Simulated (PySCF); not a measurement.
# C5H6, SMILES `C1C23CC13C2`: electronic structure

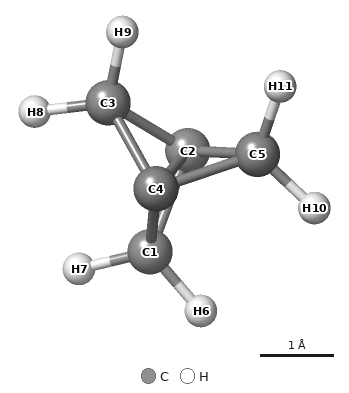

The molecule, with its atoms numbered as below. No frequency check shows the geometry to be a minimum.

Geometry (Å), atoms numbered from 1:

```
C1      -0.3315    1.2366    0.0000
C2       0.0001   -0.0002    0.8003
C3      -0.9054   -0.9052   -0.0000
C4       0.0001    0.0001   -0.8003
C5       1.2367   -0.3312    0.0000
H6       0.3889    2.0454    0.0001
H7      -1.3595    1.5770    0.0001
H8      -1.9658   -0.6860   -0.0001
H9      -0.6860   -1.9659   -0.0001
H10      2.0455    0.3888    0.0001
H11      1.5770   -1.3595   -0.0001
```

## 1. Bonding charge

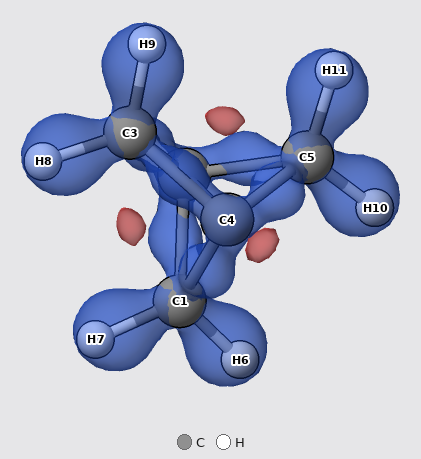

Deformation density (molecule less spherical, spin-averaged free atoms at the same positions), surfaces at ±0.17 e/Å³; blue: gain, red: loss.

Method: PBE0/def2-SVP; geometry: GFN2-xTB; program: PySCF.

Question: Describe the bonding that the map shows.

Answer: C3–H8, C1–H7, C5–H10, C3–H9 and 2 more like them: +0.72 e/Å³ at the bond critical point (bond length 1.08 Å, Mayer order 0.9). C2–C5, C4–C5, C2–C3, C1–C4 and 2 more like them: +0.34 e/Å³ at the bond critical point (bond length 1.51 Å, Mayer order 1.0). C2–C4: −0.05 e/Å³ at the bond critical point (bond length 1.60 Å, Mayer order 0.3); up to 0.6 Å beside the axis the gain reaches +0.18 e/Å³. In all, 2.3 electrons gather in the regions of gain relative to the promolecule. A small or negative value marks a very polar bond, one between electron-rich atoms, whose free-atom densities already overlap strongly, a long bond to a heavier atom, or a closed-shell contact such as a hydrogen bond.

Question: Where do the Hirshfeld charges lie?

Answer: The highest Hirshfeld charge is on H6, H7, H8, H9, H10 and H11 (+0.05 e), the lowest on C2 and C4 (−0.06 e).

```csv
atom,charge (e)
C1,−0.06
C2,−0.06
C3,−0.06
C4,−0.06
C5,−0.06
H6,+0.05
H7,+0.05
H8,+0.05
H9,+0.05
H10,+0.05
H11,+0.05
```

## 2. Bond critical points

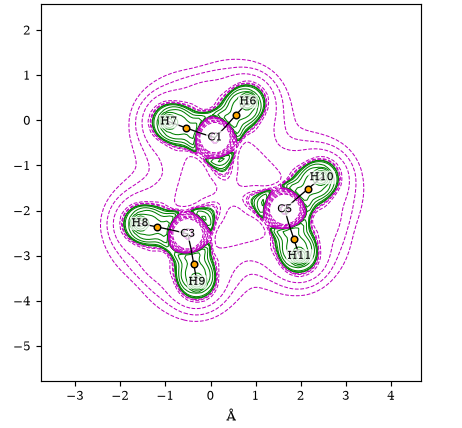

Negative Laplacian of the density (−∇²ρ) in a plane through 9 of the atoms (solid green lines positive, dashed magenta lines negative, contours at ±0.02 to ±8 a.u.), with bond paths and bond critical points (dots).

Question: Sort the bonds in the plane by the sign of ∇²ρ at their critical points.

Answer: Concentrated (∇²ρ < 0): C3–H8, C1–H7, C5–H10, C3–H9 and 2 more like them (−1.08 a.u.). At none is it depleted.

Question: Where along C3–H8 does the critical point lie?

Answer: 0.69 Å from C3 and 0.40 Å from H8.

## 3. Electrostatic potential

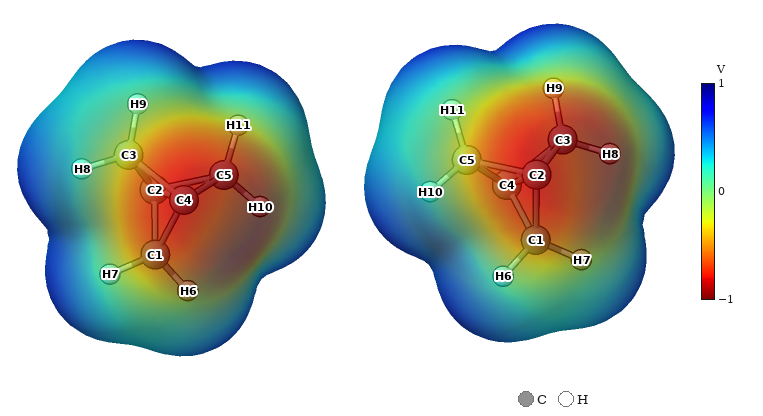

Electrostatic potential on the surface of electron density 0.001 a.u. (back view left, front view right).

Question: Where are the extremes of the potential on the surface?

Answer: Highest: 0.67 V, 1.3 Å from H8, and at like points elsewhere. Lowest: −0.90 V, 2.0 Å from C4, and at like points elsewhere. The surface is sampled at points, so like sites can differ by a few per cent and only the strongest of them is named.

## 4. Stretching a bond

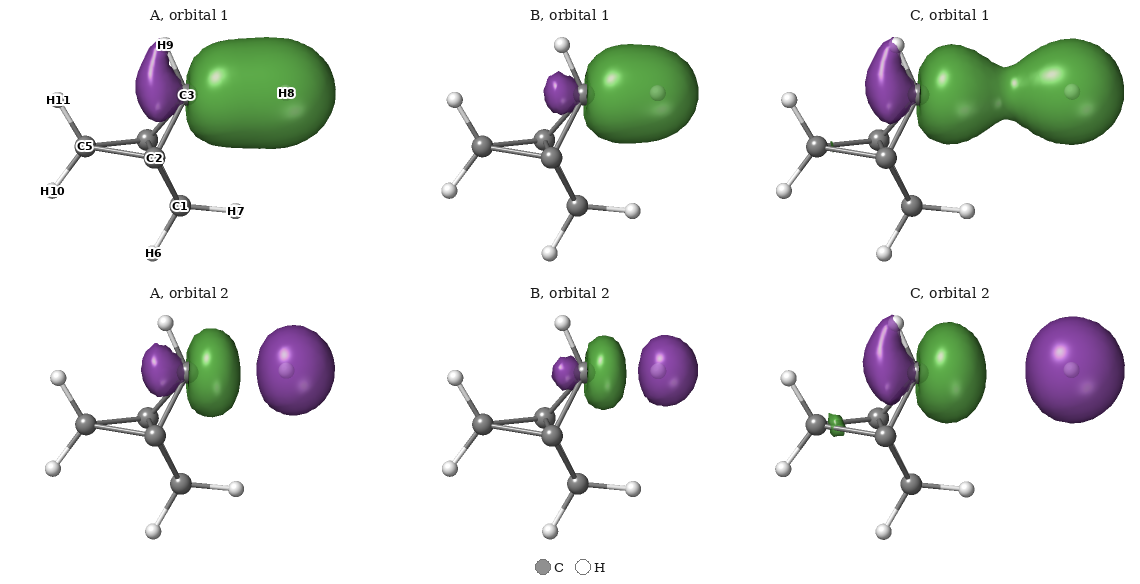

Rigid stretch of the C3–H8 bond. The two CASSCF(2,2) natural orbitals nearest half filling (orbital 1 the more occupied).

Computed with PySCF, 6-31G* basis, geometry: GFN2-xTB.

Question: The columns are at 1.44, 1.93 and 3.00 Å, in some order. Assign them, and give the occupations.

Answer: A: 1.93 Å, occupations 1.82 and 0.18. B: 1.44 Å, occupations 1.95 and 0.05. C: 3.00 Å, occupations 1.28 and 0.72.

Question: Where does the UHF solution part from RHF?

Answer: Between 1.44 Å (⟨S²⟩ = 0, the two coincide) and 1.66 Å (⟨S²⟩ = 0.03); at 3.00 Å ⟨S²⟩ is 0.99 and UHF lies 3.7 eV below RHF.

Question: How much energy does the stretch cost?

Answer: By CASSCF, 4.5 eV from the lowest point of the scan (1.07 Å) to 3.00 Å; RHF gives 7.8 eV from its own lowest point. The fragments aren't relaxed and dynamic correlation is missing, so this isn't a bond dissociation energy.
